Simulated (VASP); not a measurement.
**AlH₅: density, localisation and related maps**

```
Al H
1.0
     3.44605    0.00000    0.00000
     0.00000    3.44605    0.00000
     0.00000    0.00000    3.44605
Al H
1 5
Direct
  0.00000 0.00000 0.00000
  0.28239 0.28239 0.28239
  0.71761 0.71761 0.28239
  0.71761 0.28239 0.71761
  0.28239 0.71761 0.71761
  0.50000 0.50000 0.50000
```

Space group P-43m; a generated structure, not necessarily the stable one.

Level of theory: VASP 6.6.1, Kohn-Sham DFT of a periodic cell, PBE, VASP PAW PBE potentials, recommended.

Core electrons are frozen (PAW), and the valence fields are smoothed inside the atomic spheres.

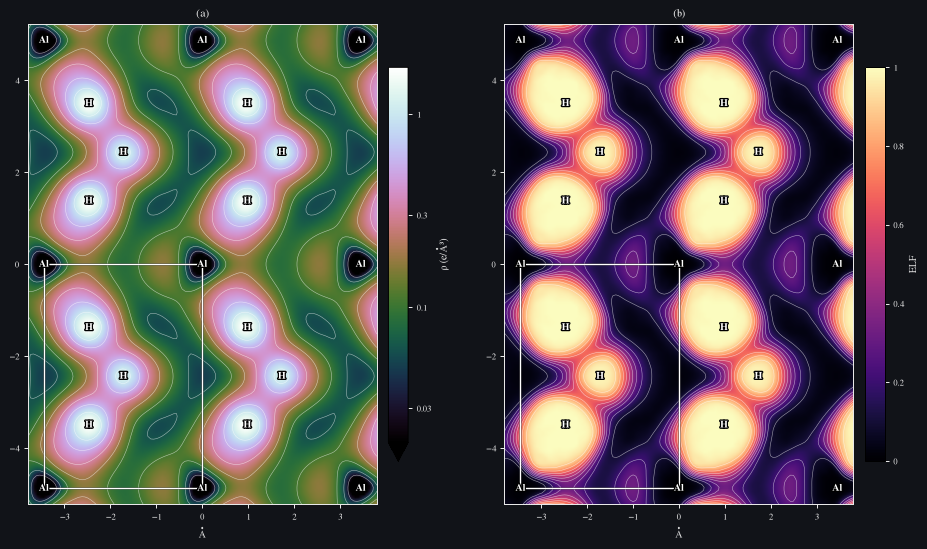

Figure 1. (a) valence charge density (pseudo); (b) electron localisation function on the (11̄0) plane of the conventional cell.

Q: What does the map show?

A:
- The plane passes through Al and H nuclei.
- Al–H (1.69 Å): ρ is about 0.38 e/Å³ halfway; the ELF climbs to about 1 towards the hydrogen.
- Between the atoms the lowest density in this plane is 0.05 e/Å³.

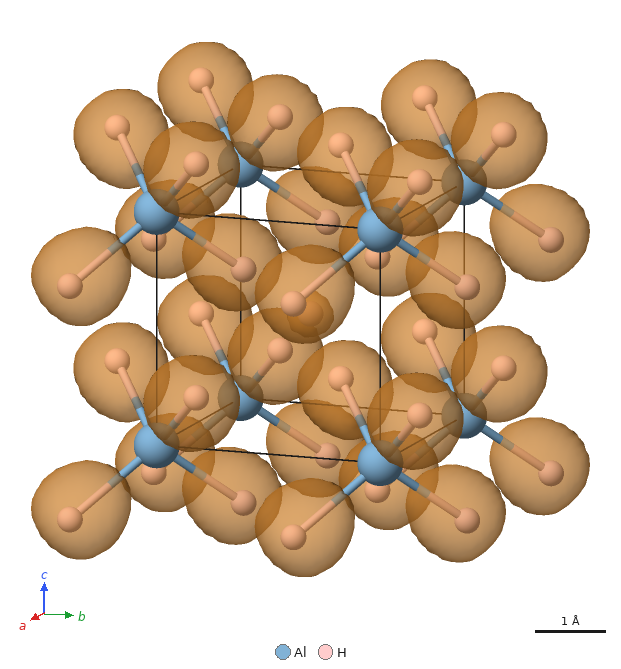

Figure 2. Isosurface of the ELF at 0.9 (orange), seen slightly off an axis. Core shells and regions of very low density are left out. Sticks mark near contacts.

Q: What do the ELF domains correspond to?

A: The ELF exceeds this value in five regions around hydrogen nuclei, counted in one cell of 6 atoms. Any copies at cell faces, edges or corners count once.
